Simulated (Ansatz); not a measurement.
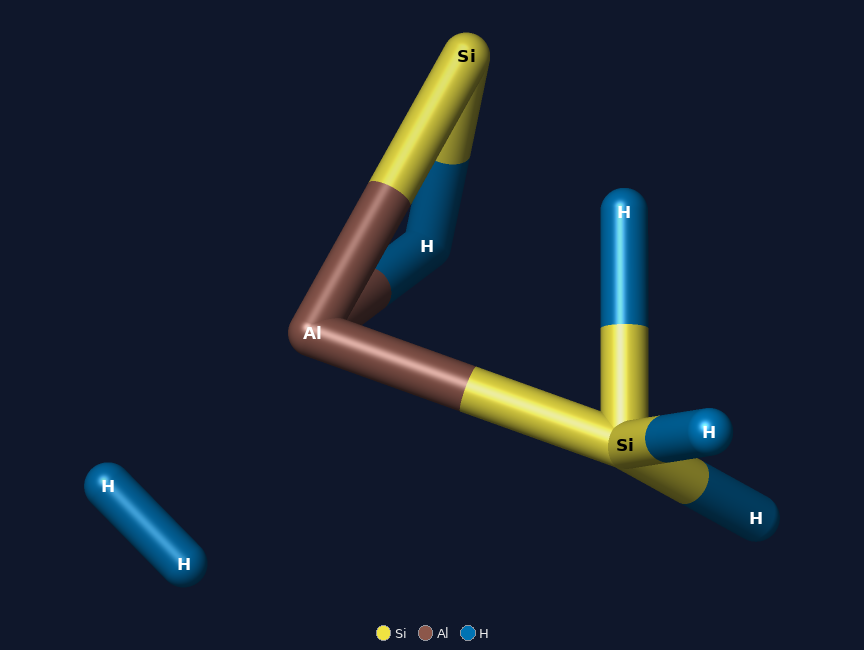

Starting geometry of the run.

Input file:

```yaml
crystal:
  periodic: [false, false, false]
  atoms:
    - {symbol: Si, position_ang: [-1.115057, 0.442787, -1.365631]}
    - {symbol: Al, position_ang: [0.409895, 1.302382, 0.260170]}
    - {symbol: Si, position_ang: [0.839889, -0.998063, 0.698353]}
    - {symbol: H, position_ang: [-1.414093, 0.607246, 0.213373]}
    - {symbol: H, position_ang: [0.189382, 2.069106, 2.191327]}
    - {symbol: H, position_ang: [-0.053046, 2.662021, 1.759472]}
    - {symbol: H, position_ang: [2.024551, -1.629197, 0.074008]}
    - {symbol: H, position_ang: [-0.044154, -0.812543, -0.727713]}
    - {symbol: H, position_ang: [0.000266, -1.943293, 1.467612]}
basis:
  gaussian: {orbitals: def2-TZVPP}
total_charge: 1
hamiltonian: {xc: {name: wB97M-V}}
```

It was started with:

```sh
ansatz run in.yaml --threads 2 --pin off --events-out ev --progress --plain --max-ram 4352MiB
```

What the program printed:

```
Functional definition: wB97M-V
  name "wB97M-V"
  cite "Mardirossian & Head-Gordon, J. Chem. Phys. 144, 214110 (2016) doi:10.1063/1.4952647"
  cite "Becke, J. Chem. Phys. 107, 8554 (1997) doi:10.1063/1.475007"
  cite "Vydrov & Van Voorhis, J. Chem. Phys. 133, 244103 (2010) doi:10.1063/1.3521275"
  # Of w^i u^j: cxij and so on, Table III.
  parameter omega = 0.3/bohr
  parameter cx = 0.15
  parameter cx01 = 1.007
  parameter cx10 = 0.259
  parameter css00 = 0.443
  parameter css04 = -1.437
  parameter css10 = -4.535
  parameter css20 = -3.390
  parameter css43 = 4.278
  parameter cos00 = 1.000
  parameter cos10 = 1.358
  parameter cos20 = 2.924
  parameter cos21 = -8.812
  parameter cos60 = -1.390
  parameter cos61 = 9.142
  parameter b = 6.0
  parameter c = 0.01
  gx(w, u) = 1 - cx + cx01*u + cx10*w
  gss(w, u) = css00 + css04*u^4 + css10*w + css20*w^2 + css43*w^4*u^3
  gos(w, u) = cos00 + cos10*w + (cos20 + cos21*u)*w^2 + (cos60 + cos61*u)*w^6
  exchange = spin_sum(e_x_unif_sr(omega)*gx(b97_w, b97_u_x)) + cx*exact_x_sr(omega) + exact_x_lr(omega)
  correlation = spin_sum(e_c_pw_mod_same_spin*gss(b97_w, b97_u_same))
      + integral(e_c_pw_mod_opposite_spin*gos(b97_w_opposite, b97_u_opposite)) + vv10(b, c)
1208 factors; their error is unknown
293 factors; integrals over basis functions are off by at most 1.7e-5 eV
mean field evaluation 1: about -22436.1347 eV, gradient 2.1e1 eV
mean field evaluation 2: about -22437.3987 eV, gradient 1.3e1 eV
mean field evaluation 4: about -22437.8594 eV, gradient 5.8e-1 eV
mean field evaluation 8: about -22437.8791 eV, gradient 2.6e-1 eV
mean field evaluation 16: about -22437.8792 eV, gradient 4.5e-5 eV
mean field -22437.87920359 eV, -824.5768517913 hartree, gradient 4.5e-5 eV, S^2 0.000000; 0 other end points of the search recorded, 0 dependent functions left out
reference -22437.87925838 eV, -824.5768538047 hartree; 23, 23 occupied and 187, 187 virtual orbitals, 1208 factors
Total energy: -22437.87925838 eV, -824.5768538047 hartree
```
